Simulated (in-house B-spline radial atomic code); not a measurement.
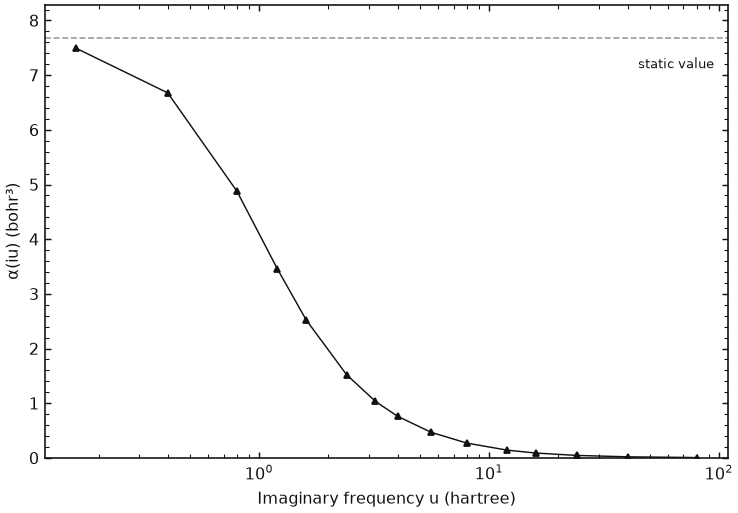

Dipole polarisability at imaginary frequency of La³⁺, [Kr] 4d¹⁰ 5s² 5p⁶. Relativistic RPA on Dirac–Hartree–Fock, no-pair Dirac–Coulomb, finite nucleus, computed with a B-spline radial code.

> What follows from the curve?

The static dipole polarisability is 7.67 bohr³; α(iu) falls to half of it near u = 1.1 hartree. The Casimir–Polder integral gives C₆ = 49.1 hartree bohr⁶ for two such species.
